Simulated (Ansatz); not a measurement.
# RbAlZn2Cl2O3: complex band structure, part 3 of 3

A new crystal, RbAlZn2Cl2O3: structure, gap and complex bands. It is built by putting Rb for K, Al for B in the KZn2BCl2O3 structure of space group R32, with the volume rescaled by atomic radii. The parent structure comes from the Materials Project.

Ansatz 0.2.0; PBE DFT, plane waves, PAW files (the session's first sound run).

So far, gap on path (eV): step 3 (the bulk crystal and its band edges, PBE) 3.30; step 6 (PBEsol) 3.22.

The structure was built from a prototype and need not be the compound's stable phase.

## (7) Complex bands at another level

This step: PBEsol DFT, plane waves, PAW files; complex bands by layer matching along the plane's normal (Ansatz 0.2.0).

The complex bands at that level, over its own gap, at (0, 0) and (-0.5, -0.5).

Contents of input.yaml:

```yaml
crystal:
  lattice:
    - [5.415996422, 0.0, 0.0]
    - [2.707998211, 4.690390488, 0.0]
    - [2.707998211, 1.563463496, 8.757317196]
  atoms:
    - { symbol: Rb, position: [0.5, 0.5, 0.5] }
    - { symbol: Zn, position: [0.6917424149, 0.6917424149, 0.9247727553] }
    - { symbol: Zn, position: [0.3082575851, 0.3082575851, 0.0752272447] }
    - { symbol: Al, position: [0.0, 0.0, 0.0] }
    - { symbol: Cl, position: [0.7795015296, 0.7795015296, 0.6614954112] }
    - { symbol: Cl, position: [0.2204984704, 0.2204984704, 0.3385045888] }
    - { symbol: O, position: [0.0, 0.6846737938, 0.0] }
    - { symbol: O, position: [0.6846737938, 0.3153262062, 0.0] }
    - { symbol: O, position: [0.3153262062, 0.0, 0.0] }
kpoints:
  mp_grid: { grid: [6, 6, 6] }
scf:
  occupations: { method: fixed }
hamiltonian:
  xc: pbesol
output:
  eigenvalues: true
  transmission:
    leads: [[0, 0]]
    kpoints: [[0.0, 0.0], [-0.5, -0.5]]
    e_range: [-1.0, 4.22]
    de: 0.13
```

Run with:

```bash
ansatz run input.yaml --threads 2 --pin off --max-ram 4096MiB --backend cpu --events-out ev --progress --plain --runs-dir out
```

Numbers of over 12 decimals in the logs are rounded to 6 here.

The log of the run:

```text
[...]
Crystal: 9 atoms, lattice volume = 222.463 Å³
Basis set: ecut = 420 eV, 4283 PW (Γ)
Bands: 43, of which v1, the nominal top of the filled ones, is band 34 counted from 1 (33 counted from 0)
Symmetry: 6 space group operations
[...]
k-points: 32 of 216 (time reversal used)
[...]
SCF iter   1: F=—  HF=-14115.987416 eV  |F-HF|=—  |Δ(HF+E_count)|=         —  Δρ=7.81e-3  dr2=1.27e-1  ethr=1.77e-3  ⟨swp⟩=4.8  Hψ=5257  notcnv=0  defer=212
[...]
SCF iter   8: F=-14115.956388 eV  HF=-14115.956388 eV  |F-HF|=1.48e-7  |Δ(HF+E_count)|=   1.89e-6  Δρ=3.98e-6  dr2=4.81e-8  ethr=1.47e-10  ⟨swp⟩=13.4  Hψ=6898  notcnv=0
SCF 1 converged in 8 iterations: F = -14115.956388 eV  dr2 = 4.81e-8
[...]
transmission: 13 of 26 steps passed
transmission: 26 of 26 steps passed
SCF converged after 8 iterations
Free energy (F): -14115.956388 eV
[...]
Internal energy: -14115.956388 eV  (E = F + TS)
E sigma→0 (E₀):  -14115.956388 eV
Fermi energy:    0.670776 eV
[...]
--- Band table (eV; the first three rows and the last of 32) ---
  k-point 0: bands = [... 30 lower, 0.3385, 0.5498, 0.6348, 0.6348, 3.8950, 6.9669, 7.1274, 8.6610, ... 5 higher]
  k-point 1: bands = [... 30 lower, 0.3692, 0.4902, 0.6154, 0.6306, 3.9807, 6.6232, 7.3462, 8.5305, ... 5 higher]
  k-point 2: bands = [... 30 lower, 0.3588, 0.3885, 0.5879, 0.6025, 4.1734, 6.2076, 7.5647, 8.3097, ... 5 higher]
  k-point 31: bands = [... 30 lower, 0.2662, 0.5178, 0.5771, 0.6546, 6.1964, 6.8782, 7.0159, 7.1994, ... 5 higher]
--- Transmission ---
  basis      : 223 plane waves across, 13 finite elements along
  points     : 2, as listed
[...]
channels       : 0.000000e0 a spin
[...]
slowest decay  : 0.3504 /Å at (0.0000, 0.0000)
```

Run time: 18 s. Hardware: 2 threads of AMD EPYC 9R45, shared host; peak memory 0.86 GiB; 29 s of CPU time.

Numbers from this step:

```yaml
level_to_which_the_leads_are_filled: 1.612 eV from the Fermi level
decay_constant_at_the_filling_level_zone_centre: 0.3504 Å⁻¹
decay_constant_at_the_filling_level_slowest_listed_point: 0.3504 Å⁻¹
```

K parallel (0, 0); values up to 1.5 1/Å, a degenerate pair printed once or twice; energies at which all values exceed this have no row. The Im kz of the slowest decaying states by energy, zero at the highest filled level on the SCF mesh:

| energy (eV) | decay 1 (Å⁻¹) | decay 2 (Å⁻¹) | decay 3 (Å⁻¹) | decay 4 (Å⁻¹) |
| --- | --- | --- | --- | --- |
| -1.000 | 0.144 | 0.279 | 0.862 | 1.01 |
| -0.480 | 0.110 | 0.840 | 0.862 | - |
| 0.040 | 0.177 | 0.255 | 0.855 | 0.921 |
| 0.560 | 0.305 | 0.545 | 0.844 | 0.991 |
| 0.950 | 0.340 | 0.627 | 0.834 | 0.999 |
| 1.470 | 0.352 | 0.693 | 0.818 | 0.995 |
| 1.990 | 0.334 | 0.735 | 0.799 | 0.981 |
| 2.510 | 0.282 | 0.761 | 0.777 | 0.961 |
| 3.030 | 0.165 | 0.753 | 0.777 | 0.936 |
| 3.550 | 0.724 | 0.784 | 0.907 | - |
| 3.940 | 0.153 | 0.700 | 0.785 | 0.881 |

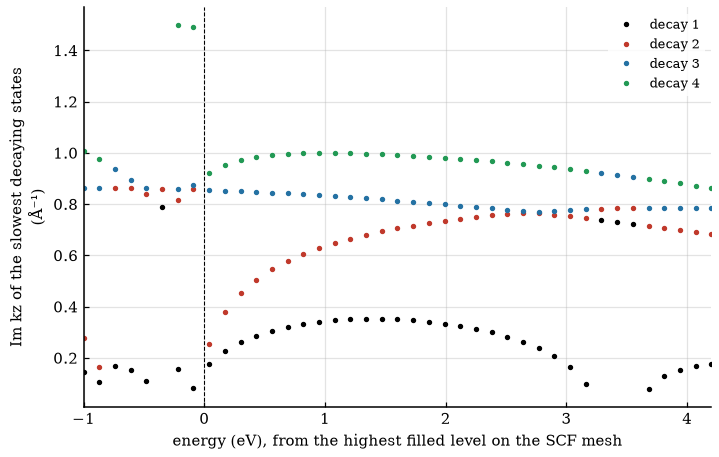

Im kz of the slowest decaying states against energy.

K parallel (-0.5, -0.5); values up to 1.5 1/Å, a degenerate pair printed once or twice; energies at which all values exceed this have no row. The Im kz of the slowest decaying states by energy, zero at the highest filled level on the SCF mesh:

| energy (eV) | decay 1 (Å⁻¹) | decay 2 (Å⁻¹) | decay 3 (Å⁻¹) | decay 4 (Å⁻¹) |
| --- | --- | --- | --- | --- |
| -1.000 | 0.112 | 0.347 | 0.428 | 0.807 |
| -0.480 | 0.311 | 0.391 | 0.866 | 0.992 |
| 0.040 | 0.179 | 0.209 | 0.432 | 0.872 |
| 0.560 | 0.440 | 0.620 | 0.851 | 0.936 |
| 0.950 | 0.519 | 0.684 | 0.831 | 0.952 |
| 1.470 | 0.587 | 0.735 | 0.803 | 0.960 |
| 1.990 | 0.627 | 0.762 | 0.772 | 0.966 |
| 2.510 | 0.647 | 0.740 | 0.774 | 0.986 |
| 3.030 | 0.649 | 0.706 | 0.775 | 1.05 |
| 3.550 | 0.631 | 0.668 | 0.769 | 1.02 |
| 3.940 | 0.602 | 0.636 | 0.762 | 0.987 |

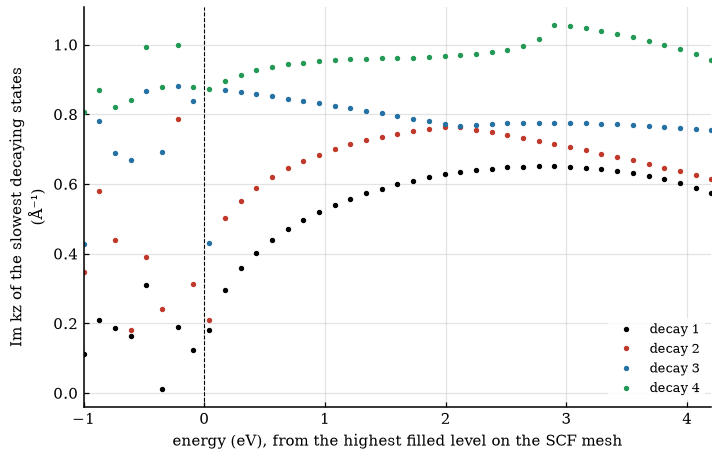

Im kz of the slowest decaying states against energy.

At the listed wavevectors the last open channel is at -0.09 eV and the next at +3.29 eV on the grid. At +1.60 eV, the grid energy nearest the filling level (the middle of the gap on the SCF mesh), the slowest state at the listed wavevectors decays with κ = 0.350 Å⁻¹, its amplitude falling by e over 2.9 Å; the first such run, plane (001), gave 0.357 Å⁻¹ over as many of its listed wavevectors.

## (8) What came out

```json
{
 "band gap": "3.30 eV",
 "least decay constant at mid-gap, normal to (001)": "0.357 Å⁻¹",
 "least decay constant on a mesh, normal to (001)": "0.356 Å⁻¹",
 "least decay constant, PBEsol": "0.350 Å⁻¹"
}
```

**Reading.** With PBE, the slowest decay at the wavevectors tried is κ = 0.357 Å⁻¹, normal to (001). Through such a film the transmission near mid-gap falls as exp(−2κd), a factor of ten every 3.2 Å. A free electron under a barrier of half the gap would need a mass of 0.29 mₑ to decay at this rate. With PBEsol the gap goes from 3.30 to 3.22 eV and the decay constant, over the first 2 listed wavevectors (which shift with the band edges), from 0.357 to 0.350 Å⁻¹. The compound is made up by substitution; its stability against other phases and against distortions of the cell's symmetry was not tested. A semilocal functional narrows gaps, so real decay constants are likely larger.

[Logs are printed without paths, hosts, clocks, repeated set-up lines and the standing remarks that a program may print on its own settings, such as how far it seeks lower states.]

[Hosts, paths, dates, database ids (printed as entryN), source tags and the programs' standing remarks are cut or masked in the printed files.]

[New means built here by substitution; the compound itself may be known and measured.]
